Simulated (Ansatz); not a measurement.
# the pair HS2···H: levels of theory compared

We compute a comparison of 6 runs (HF/STO-3G, PBE0/STO-3G, r2SCAN0/STO-3G, revPBE/STO-3G, CCSD(T)/STO-3G, UCCSD(T)/STO-3G) of the pair HS2···H. 

The calculation is run with Ansatz 0.2.0.

29 further runs of the same task are left out: 29 set aside as unsound or not needed.

### Step 1. Starting point

H2S2: 4 atoms, total charge 0, spin state singlet. The H4–S2 distance was set to 2.680 Å, away from the relaxed value.

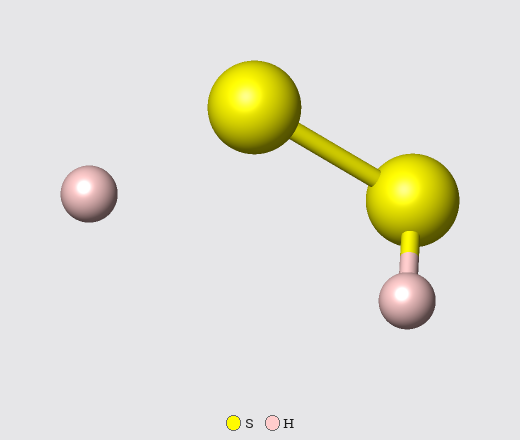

The structure, seen from a chosen angle (sulfur yellow, hydrogen pink).

### Step 2. The energy at HF/STO-3G (run 1)

Contents of molecule.yaml:

```yaml
crystal:
  periodic: [false, false, false]
  atoms:
    - {symbol: S, position_ang: [-0.992898, 0.333517, -1.766247]}
    - {symbol: S, position_ang: [-0.988028, 1.562847, -0.131627]}
    - {symbol: H, position_ang: [0.141362, 0.767487, -2.332037]}
    - {symbol: H, position_ang: [0.143010, -0.127830, 1.612990]}
basis:
  gaussian:
    orbitals: STO-3G
accuracy: high
hamiltonian:
  xc: hf
```

On the command line:

```bash
ansatz run molecule.yaml --threads 1 --pin off --max-ram 2610MiB --events-out events.jsonl --progress --plain --runs-dir runs
```

Output:

```text
Warning: RAYON_NUM_THREADS=1 ignored (pool sized by the plan → 1); use --threads N
Functional definition: HF
  name "HF"
  exchange = exact_x
  correlation = 0
341 factors; integrals over basis functions are off by at most 1.4e-8 eV
mean field evaluation 1: about -21419.2482 eV, gradient 1.5e1 eV
mean field evaluation 2: about -21419.2820 eV, gradient 1.5e1 eV
mean field evaluation 4: about -21421.2826 eV, gradient 3.4e0 eV
mean field evaluation 8: about -21421.3899 eV, gradient 7.8e-4 eV
mean field evaluation 16: about -21391.3405 eV, gradient 2.4e1 eV
mean field -21421.38847596 eV, -787.2215065528 hartree, gradient 5.4e-8 eV, S^2 0.000000; 0 other end points of the search recorded, 0 dependent functions left out
reference -21421.38847596 eV, -787.2215065528 hartree; 17, 17 occupied and 3, 3 virtual orbitals, 341 factors
Total energy: -21421.38847596 eV, -787.2215065528 hartree
```

It took 0.12 s on 1 thread of Arm Neoverse V1, shared host.

### Step 3. A single-point energy at PBE0/STO-3G (run 2)

Contents of run.yaml:

```yaml
crystal:
  periodic: [false, false, false]
  atoms:
    - symbol: S
      position_ang: [-0.992898, 0.333517, -1.766247]
    - symbol: S
      position_ang: [-0.988028, 1.562847, -0.131627]
    - symbol: H
      position_ang: [0.141362, 0.767487, -2.332037]
    - symbol: H
      position_ang: [0.143010, -0.127830, 1.612990]
basis:
  gaussian:
    orbitals: STO-3G
hamiltonian:
  xc: pbe0
accuracy: high
```

On the command line:

```bash
ansatz run run.yaml --threads 1 --pin off --max-ram 2610MiB --events-out events.jsonl --progress --plain --runs-dir runs
```

Output:

```text
Warning: RAYON_NUM_THREADS=1 ignored (pool sized by the plan → 1); use --threads N
Functional definition: PBE0
  name "PBE0"
  parameter a = 0.25
  parameter kappa = 0.804
  parameter beta = 0.06672455060314922
  exchange = (1 - a)*pbe_x(kappa = kappa, mu = beta*pi^2/3) + a*exact_x
  correlation = pbe_c(beta = beta)
341 factors; integrals over basis functions are off by at most 1.4e-8 eV
mean field evaluation 1: about -21444.6137 eV, gradient 2.3e1 eV
mean field evaluation 2: about -21439.4094 eV, gradient 1.9e1 eV
mean field evaluation 4: about -21448.1066 eV, gradient 1.6e1 eV
mean field evaluation 8: about -21448.0979 eV, gradient 1.6e1 eV
mean field evaluation 16: about -21450.1793 eV, gradient 8.4e-8 eV
mean field -21450.17930558 eV, -788.2795500264 hartree, gradient 8.4e-8 eV, S^2 0.000000; 0 other end points of the search recorded, 0 dependent functions left out
reference -21450.17930686 eV, -788.2795500734 hartree; 17, 17 occupied and 3, 3 virtual orbitals, 341 factors
Total energy: -21450.17930686 eV, -788.2795500734 hartree
```

Run time: 1.1 s. Hardware: 1 thread of Arm Neoverse V1, shared host.

Runs 3 to 5 aren't shown in full; the table further down has their settings and results.

### Step 4. A single-point energy at UCCSD(T)/STO-3G (run 6)

Contents of input.yaml:

```yaml
crystal:
  periodic: [false, false, false]
  atoms:
    - {symbol: S, position_ang: [-0.992898, 0.333517, -1.766247]}
    - {symbol: S, position_ang: [-0.988028, 1.562847, -0.131627]}
    - {symbol: H, position_ang: [0.141362, 0.767487, -2.332037]}
    - {symbol: H, position_ang: [0.143010, -0.127830, 1.612990]}
basis:
  gaussian: {orbitals: STO-3G}
magnetization: {spin_polarized: true}
correlation: {method: ccsd_t, frozen_orbitals: {H: 0, S: 5}}
accuracy: high
scf: {omitted_lower_state_checks: [cluster_reference, increment]}
```

On the command line:

```bash
ansatz run input.yaml --threads 1 --pin off --max-ram 2610MiB --events-out events.jsonl --progress --plain --runs-dir runs
```

Output:

```text
Warning: RAYON_NUM_THREADS=1 ignored (pool sized by the plan → 1); use --threads N
[... 15 lines left out ...]
10 core orbitals not correlated: weight in the atoms' cores, before any rotation towards them, 1.000 or more for the frozen orbitals, at most 0.000 for the correlated occupied ones
[... 67 lines left out ...]
Total energy: -21427.07422499 eV, -787.4304539757 hartree
Checks for a lower state left out: cluster_reference, increment
```

Wall time 0.61 s (1 thread of Arm Neoverse V1, shared host).

### Step 5. All runs side by side

```csv
run,level,frozen core orbitals,energy (Eh),wall time
1,HF/STO-3G,–,-787.221507,0.12 s
2,PBE0/STO-3G,–,-788.279550,1.1 s
3,r2SCAN0/STO-3G,–,-788.514753,2.7 s
4,revPBE/STO-3G,–,-788.425420,1.3 s
5,CCSD(T)/STO-3G,10,-787.432953,0.24 s
6,UCCSD(T)/STO-3G,10,-787.430454,0.61 s
```

### Step 6. What came out

| quantity | value |
| --- | --- |
| run 6: total energy | -787.43045 Eh |
| run 6: correlation energy (10 core orbitals frozen) | -57.6 mEh |
| run 6: (T) correction | -1.25 mEh |
| run 6: ⟨S²⟩ of the reference determinant | 0.977 |
| run 6: T1 diagnostic | 0.030 |

**Reading.** Below the HF energy at the same shape and in the same basis (STO-3G): CCSD(T) -211.4 mEh; UCCSD(T) -208.9 mEh. Some of these start from another determinant than that one, so these aren't their correlation energies. Totals of different functionals can't be ranked against each other. In run 5 the log says that unrestricted orbitals would lower the reference, so the values rest on an unstable closed-shell determinant (other closed-shell runs at this shape may share the fault). In runs 1, 2, 3, 4, 5, 6 the basis is minimal, so the values are rough. In runs 1, 2, 3, 4, 5 a closed-shell determinant meets a far-stretched bond, which it describes badly. Spin contamination of the reference: run 6 ⟨S²⟩ = 0.98. Where it is this large, the reference is a mixture of spin states, and values that rest on it are in doubt. All runs together took 6.1 s, the longest 2.7 s.
